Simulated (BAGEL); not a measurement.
# C2H8Si (dimethylsilane), step by step

Wanted: a single-point energy (HF/cc-pVDZ), then a single-point energy (NEVPT2(2,2)/cc-pVDZ), then a single-point energy (CASPT2(2,2)/cc-pVDZ) of C2H8Si (dimethylsilane). 

Program for the calculation: BAGEL 1.2.2.

1 further run of the same task is left out (set aside as unsound or not needed).

## Step 1: The system as given

The species is C2H8Si (11 atoms), meant as a singlet with charge 0. As SMILES, `C[SiH2]C`. The C3–H10 distance was set to 3.059 Å, away from the relaxed value. At this shape a bond of the SMILES string is far longer than usual.

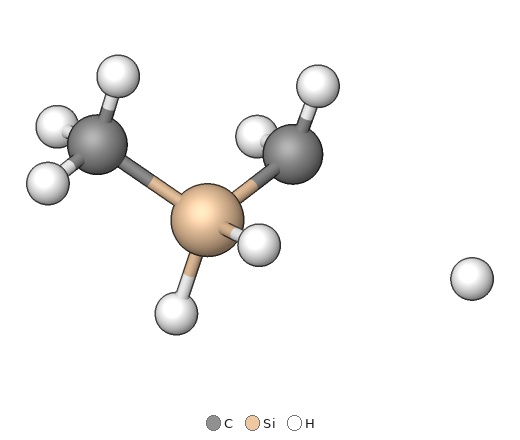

The structure, seen from a chosen angle (carbon grey, silicon light orange, hydrogen white).

## Step 2: A single-point energy at HF/cc-pVDZ (density fitting with svp-jkfit) (run 1)

job.json reads:

```json
{ "bagel": [

{
  "title": "molecule",
  "basis": "cc-pvdz.json",
  "df_basis": "svp-jkfit",
  "geometry": [
    { "atom": "C", "xyz": [    -3.43360402,     5.05809008,    -2.37774412 ] },
    { "atom": "Si", "xyz": [    -2.03331696,     1.99597787,    -1.29379721 ] },
    { "atom": "C", "xyz": [     1.09569155,     2.48900741,     0.28091157 ] },
    { "atom": "H", "xyz": [    -5.25832357,     4.75516698,    -3.29407231 ] },
    { "atom": "H", "xyz": [    -2.18921937,     5.99803985,    -3.73192186 ] },
    { "atom": "H", "xyz": [    -3.72594465,     6.33875747,    -0.78413808 ] },
    { "atom": "H", "xyz": [    -1.71338633,     0.27443737,    -3.50194219 ] },
    { "atom": "H", "xyz": [    -3.80191164,     0.73723129,     0.50314336 ] },
    { "atom": "H", "xyz": [     2.44042066,     3.37245437,    -1.01411775 ] },
    { "atom": "H", "xyz": [     3.34972853,    -2.53601246,     2.03599093 ] },
    { "atom": "H", "xyz": [     0.90331743,     3.71260508,     1.93366604 ] }
  ]
},

{
  "title": "hf"
},

{
  "title": "print",
  "file": "orbitals.molden",
  "orbitals": true
}

]}
```

The basis set cc-pVDZ is read from a file made from the Basis Set Exchange's data (not shown).

Run with:

```bash
$ BAGEL_NUM_THREADS=1 BAGEL job.json > job.out
```

What it wrote:

```text
* using 1 threads per process

  ===============================================================
  ===============================================================

  *** Geometry ***

  { "atom" : "C", "xyz" : [     -3.433604,      5.058090,     -2.377744 ] },
  { "atom" : "Si", "xyz" : [     -2.033317,      1.995978,     -1.293797 ] },
  { "atom" : "C", "xyz" : [      1.095692,      2.489007,      0.280912 ] },
  { "atom" : "H", "xyz" : [     -5.258324,      4.755167,     -3.294072 ] },
  { "atom" : "H", "xyz" : [     -2.189219,      5.998040,     -3.731922 ] },
  { "atom" : "H", "xyz" : [     -3.725945,      6.338757,     -0.784138 ] },
  { "atom" : "H", "xyz" : [     -1.713386,      0.274437,     -3.501942 ] },
  { "atom" : "H", "xyz" : [     -3.801912,      0.737231,      0.503143 ] },
  { "atom" : "H", "xyz" : [      2.440421,      3.372454,     -1.014118 ] },
  { "atom" : "H", "xyz" : [      3.349729,     -2.536012,      2.035991 ] },
  { "atom" : "H", "xyz" : [      0.903317,      3.712605,      1.933666 ] },

  Number of auxiliary basis functions:      422

  Since a DF basis is specified, we compute 2- and 3-index integrals:
    o Being stored without compression. Storage requirement is 0.025 GB

  Number of basis functions:       86
  Number of electrons      :       34

    * METHOD: MOLECULE                             0.17

  *** RHF ***

  === Nuclear Repulsion ===
   110.3561410227

      * DIIS with orbital gradients will be used.

  === RHF iteration (cc-pvdz.json) ===
      0       -368.67752020          0.01925478           0.05
      1       -368.71624421          0.02116548           0.05
      2       -369.06149341          0.00306931           0.05
      3       -369.06990177          0.00126816           0.05
      4       -369.07120508          0.00023148           0.05
      5       -369.07130232          0.00009960           0.05
      6       -369.07132216          0.00003385           0.05
      7       -369.07132488          0.00001379           0.05
      8       -369.07132533          0.00000549           0.05
      9       -369.07132540          0.00000230           0.05
     10       -369.07132541          0.00000080           0.05
     11       -369.07132541          0.00000020           0.05
     12       -369.07132541          0.00000009           0.05
     13       -369.07132541          0.00000003           0.05
     14       -369.07132541          0.00000001           0.05
     15       -369.07132541          0.00000001           0.05
    * SCF iteration converged.

    * Permanent dipole moment:
           (    0.648022,    -1.568397,     0.518884) a.u.

    * METHOD: HF                                   0.90

    * METHOD: PRINT                                0.01

  ===============================================================
```

Wall time 1.3 s (1 thread of Arm Neoverse V2, shared host); peak memory 0.14 GiB.

## Step 3: The energy at NEVPT2(2,2)/cc-pVDZ (density fitting with svp-jkfit) (run 2)

job.json, as its differences from that of step 2:

```diff
@@ -21,11 +21,9 @@
 
-{
-  "title": "hf"
-},
+{ "title": "hf" },
 
-{
-  "title": "print",
-  "file": "orbitals.molden",
-  "orbitals": true
-}
+{ "title": "casscf", "nstate": 1, "nact": 2, "nclosed": 16, "active": [17, 18], "maxiter": 200, "natocc": true },
+
+{ "title": "nevpt2", "nstate": 1, "nact": 2, "nclosed": 16, "active": [17, 18], "maxiter": 200, "natocc": true, "ncore": 7 },
+
+{ "title": "print", "file": "orbitals.molden", "orbitals": true }
```

The basis set cc-pVDZ is read from a file made from the Basis Set Exchange's data (not shown).

Run with:

```bash
$ BAGEL_NUM_THREADS=1 BAGEL job.json > job.out
```

What it wrote:

```text
* using 1 threads per process

  ===============================================================
  ===============================================================

  *** Geometry ***

  { "atom" : "C", "xyz" : [     -3.433604,      5.058090,     -2.377744 ] },
  { "atom" : "Si", "xyz" : [     -2.033317,      1.995978,     -1.293797 ] },
  { "atom" : "C", "xyz" : [      1.095692,      2.489007,      0.280912 ] },
  { "atom" : "H", "xyz" : [     -5.258324,      4.755167,     -3.294072 ] },
  { "atom" : "H", "xyz" : [     -2.189219,      5.998040,     -3.731922 ] },
  { "atom" : "H", "xyz" : [     -3.725945,      6.338757,     -0.784138 ] },
  { "atom" : "H", "xyz" : [     -1.713386,      0.274437,     -3.501942 ] },
  { "atom" : "H", "xyz" : [     -3.801912,      0.737231,      0.503143 ] },
  { "atom" : "H", "xyz" : [      2.440421,      3.372454,     -1.014118 ] },
  { "atom" : "H", "xyz" : [      3.349729,     -2.536012,      2.035991 ] },
  { "atom" : "H", "xyz" : [      0.903317,      3.712605,      1.933666 ] },

  Number of auxiliary basis functions:      422

  Since a DF basis is specified, we compute 2- and 3-index integrals:
    o Being stored without compression. Storage requirement is 0.025 GB

  Number of basis functions:       86
  Number of electrons      :       34

    * METHOD: MOLECULE                             0.18

  *** RHF ***

  === Nuclear Repulsion ===
   110.3561410227

      * DIIS with orbital gradients will be used.

  === RHF iteration (cc-pvdz.json) ===
      0       -368.67752020          0.01925478           0.05
      1       -368.71624421          0.02116548           0.05
      2       -369.06149341          0.00306931           0.05
      3       -369.06990177          0.00126816           0.05
      4       -369.07120508          0.00023148           0.05
      5       -369.07130232          0.00009960           0.05
      6       -369.07132216          0.00003385           0.05
      7       -369.07132488          0.00001379           0.05
      8       -369.07132533          0.00000549           0.05
      9       -369.07132540          0.00000230           0.05
     10       -369.07132541          0.00000080           0.05
     11       -369.07132541          0.00000020           0.05
     12       -369.07132541          0.00000009           0.05
     13       -369.07132541          0.00000003           0.05
     14       -369.07132541          0.00000001           0.05
     15       -369.07132541          0.00000001           0.05
    * SCF iteration converged.

    * Permanent dipole moment:
           (    0.648022,    -1.568397,     0.518884) a.u.

    * METHOD: HF                                   0.92

  ---------------------------
      CASSCF calculation
  ---------------------------

    ==== Active orbitals : =====
         Orbital 17
         Orbital 18
    ============================

    * nstate   :      1
    * nclosed  :     16
    * nact     :      2
    * nvirt    :     68
  === CASSCF iteration (cc-pvdz.json) ===

    * Using the second-order algorithm

      0  0      -369.16975413     7.68e-03      0.02

      1  0      -369.19833942     8.11e-04      0.30

      2  0      -369.19862305     1.56e-04      0.31

      3  0      -369.19863194     3.21e-05      0.30

      4  0      -369.19863231     6.59e-06      0.30

      5  0      -369.19863233     1.35e-06      0.31

      6  0      -369.19863233     2.79e-07      0.31

      7  0      -369.19863233     5.73e-08      0.27

      8  0      -369.19863233     1.18e-08      0.25

      9  0      -369.19863233     2.43e-09      0.21

    * Second-order optimization converged. *

     guess   0:   closed 1.                   open ..

  === FCI iteration ===

      0  0      -369.04846149     1.00e-01      0.00
      1  0      -369.19658951     1.42e-02      0.00
      2  0 *    -369.19863233     3.38e-16      0.00

     * ci vector, state   0, <S^2> = 0.0000
       2.     0.7983934720
       .2    -0.6021360842

    * METHOD: CASSCF                               2.69

    * freezing 7 orbitals

  === DF-NEVPT2 calculation ===

    * 3-index integral transformation done
    * assembly done

      NEVPT2 correlation energy:   -0.3701030640      0.14

          (+0)     -0.3257346684
          (+0)'    -0.0067243384
          (+1)     -0.0074850554
          (+1)'    -0.0000000000
          (+2)     -0.0000599959
          (-1)     -0.0299117462
          (-1)'     0.0000000000
          (-2)     -0.0001872596

      NEVPT2 total energy:       -369.5687353941

    * METHOD: NEVPT2                               0.25

    * METHOD: PRINT                                0.01

  ===============================================================
```

Wall time 4.5 s (1 thread of Arm Neoverse V2, shared host); peak memory 0.14 GiB.

## Step 4: The energy at CASPT2(2,2)/cc-pVDZ (density fitting with svp-jkfit) (run 3)

input.json reads:

```json
{ "bagel" : [

{
  "title" : "molecule",
  "basis" : "cc-pvdz.json",
  "df_basis" : "svp-jkfit",
  "angstrom" : false,
  "geometry" : [
    { "atom" : "C", "xyz" : [    -3.43360402,     5.05809008,    -2.37774412 ] },
    { "atom" : "Si", "xyz" : [    -2.03331696,     1.99597787,    -1.29379721 ] },
    { "atom" : "C", "xyz" : [     1.09569155,     2.48900741,     0.28091157 ] },
    { "atom" : "H", "xyz" : [    -5.25832357,     4.75516698,    -3.29407231 ] },
    { "atom" : "H", "xyz" : [    -2.18921937,     5.99803985,    -3.73192186 ] },
    { "atom" : "H", "xyz" : [    -3.72594465,     6.33875747,    -0.78413808 ] },
    { "atom" : "H", "xyz" : [    -1.71338633,     0.27443737,    -3.50194219 ] },
    { "atom" : "H", "xyz" : [    -3.80191164,     0.73723129,     0.50314336 ] },
    { "atom" : "H", "xyz" : [     2.44042066,     3.37245437,    -1.01411775 ] },
    { "atom" : "H", "xyz" : [     3.34972853,    -2.53601246,     2.03599093 ] },
    { "atom" : "H", "xyz" : [     0.90331743,     3.71260508,     1.93366604 ] }
  ]
},

{
  "title" : "hf"
},

{
  "title" : "casscf",
  "nstate" : 1,
  "nact" : 2,
  "nclosed" : 16,
  "active" : [17, 18],
  "maxiter" : 200,
  "natocc" : true
},

{
  "title" : "print",
  "file" : "orbitals.molden",
  "orbitals" : true
},

{
  "title" : "smith",
  "method" : "caspt2",
  "ms" : true,
  "xms" : true,
  "sssr" : true,
  "shift" : 0.2,
  "shift_imag" : true,
  "ncore" : 7
}

]}
```

The basis set cc-pVDZ is read from a file made from the Basis Set Exchange's data (not shown).

Run with:

```bash
$ BAGEL_NUM_THREADS=1 BAGEL input.json > input.out
```

What it wrote:

```text
* using 1 threads per process

  ===============================================================
  ===============================================================

  *** Geometry ***

  { "atom" : "C", "xyz" : [     -3.433604,      5.058090,     -2.377744 ] },
  { "atom" : "Si", "xyz" : [     -2.033317,      1.995978,     -1.293797 ] },
  { "atom" : "C", "xyz" : [      1.095692,      2.489007,      0.280912 ] },
  { "atom" : "H", "xyz" : [     -5.258324,      4.755167,     -3.294072 ] },
  { "atom" : "H", "xyz" : [     -2.189219,      5.998040,     -3.731922 ] },
  { "atom" : "H", "xyz" : [     -3.725945,      6.338757,     -0.784138 ] },
  { "atom" : "H", "xyz" : [     -1.713386,      0.274437,     -3.501942 ] },
  { "atom" : "H", "xyz" : [     -3.801912,      0.737231,      0.503143 ] },
  { "atom" : "H", "xyz" : [      2.440421,      3.372454,     -1.014118 ] },
  { "atom" : "H", "xyz" : [      3.349729,     -2.536012,      2.035991 ] },
  { "atom" : "H", "xyz" : [      0.903317,      3.712605,      1.933666 ] },

  Number of auxiliary basis functions:      422

  Since a DF basis is specified, we compute 2- and 3-index integrals:
    o Being stored without compression. Storage requirement is 0.025 GB

  Number of basis functions:       86
  Number of electrons      :       34

    * METHOD: MOLECULE                             0.18

  *** RHF ***

  === Nuclear Repulsion ===
   110.3561410227

      * DIIS with orbital gradients will be used.

  === RHF iteration (cc-pvdz.json) ===
      0       -368.67752020          0.01925478           0.05
      1       -368.71624421          0.02116548           0.05
      2       -369.06149341          0.00306931           0.05
      3       -369.06990177          0.00126816           0.05
      4       -369.07120508          0.00023148           0.05
      5       -369.07130232          0.00009960           0.05
      6       -369.07132216          0.00003385           0.05
      7       -369.07132488          0.00001379           0.05
      8       -369.07132533          0.00000549           0.05
      9       -369.07132540          0.00000230           0.05
     10       -369.07132541          0.00000080           0.05
     11       -369.07132541          0.00000020           0.05
     12       -369.07132541          0.00000009           0.05
     13       -369.07132541          0.00000003           0.05
     14       -369.07132541          0.00000001           0.05
     15       -369.07132541          0.00000001           0.05
    * SCF iteration converged.

    * Permanent dipole moment:
           (    0.648022,    -1.568397,     0.518884) a.u.

    * METHOD: HF                                   0.93

  ---------------------------
      CASSCF calculation
  ---------------------------

    ==== Active orbitals : =====
         Orbital 17
         Orbital 18
    ============================

    * nstate   :      1
    * nclosed  :     16
    * nact     :      2
    * nvirt    :     68
  === CASSCF iteration (cc-pvdz.json) ===

    * Using the second-order algorithm

      0  0      -369.16975413     7.68e-03      0.02

      1  0      -369.19833942     8.11e-04      0.30

      2  0      -369.19862305     1.56e-04      0.31

      3  0      -369.19863194     3.21e-05      0.31

      4  0      -369.19863231     6.59e-06      0.31

      5  0      -369.19863233     1.35e-06      0.31

      6  0      -369.19863233     2.79e-07      0.30

      7  0      -369.19863233     5.73e-08      0.28

      8  0      -369.19863233     1.18e-08      0.25

      9  0      -369.19863233     2.43e-09      0.22

    * Second-order optimization converged. *

     guess   0:   closed 1.                   open ..

  === FCI iteration ===

      0  0      -369.04846149     1.00e-01      0.00
      1  0      -369.19658951     1.42e-02      0.00
      2  0 *    -369.19863233     3.38e-16      0.00

     * ci vector, state   0, <S^2> = 0.0000
       2.     0.7983934720
       .2    -0.6021360842

    * METHOD: CASSCF                               2.72

    * METHOD: PRINT                                0.01

  === SMITH program ===

    * freezing 7 orbitals

    * Approximate memory requirement for SMITH calulation per MPI process:
      o Storage requirement for T-amplitude, lambda, and residual is 0.02 GB
      o Storage requirement for MO integrals is 0.00 GB
    * Calculating and saving rdm4f

    * Zeroth order energy : state  0       -0.3483223913

    * CASPT2 iteration is performed using orthogonal basis

      -------------------------------------------  CASPT2 iteration  ---------------------------------------------------
       #      aibj      arbs      arbi      airj      risj      airs      arst      rist         Etot      error   time
      ------------------------------------------------------------------------------------------------------------------

       0  -0.32391  -0.00024  -0.03301  -0.00847  -0.00010  -0.00689  -0.00000   0.00000   -0.3726350  0.0004464   0.07
       1  -0.32393  -0.00024  -0.03305  -0.00848  -0.00010  -0.00695  -0.00000  -0.00000   -0.3727467  0.0000482   0.06
       2  -0.32393  -0.00024  -0.03305  -0.00848  -0.00010  -0.00695  -0.00000  -0.00000   -0.3727481  0.0000050   0.06
       3  -0.32393  -0.00024  -0.03305  -0.00848  -0.00010  -0.00695  -0.00000  -0.00000   -0.3727481  0.0000008   0.06

      ------------------------------------------------------------------------------------------------------------------

    * CASPT2 energy : state  0     -369.5738964197
        w/o shift correction       -369.5713804783
        reference weight              0.8750841679

    * METHOD: SMITH                                0.43

  ===============================================================
```

Run time: 4.5 s. Hardware: 1 thread of Arm Neoverse V2, shared host; peak memory 0.15 GiB.

## Step 5: Results

| quantity | value |
| --- | --- |
| run 1, HF/cc-pVDZ: total energy | -369.07133 Eh |
| run 1, HF/cc-pVDZ: dipole moment | 4.51 D |
| run 1, HF/cc-pVDZ: HOMO energy | -7.70 eV |
| run 1, HF/cc-pVDZ: LUMO energy | -1.24 eV |
| run 1, HF/cc-pVDZ: HOMO–LUMO gap | 6.47 eV |
| run 2, NEVPT2(2,2)/cc-pVDZ: total energy | -369.56874 Eh |
| run 3, CASPT2(2,2)/cc-pVDZ: total energy | -369.57390 Eh |

**Reading.** One bond (run 1, HF/cc-pVDZ) is far stretched, which a spin-restricted single reference describes badly; a broken-symmetry solution may lie lower.
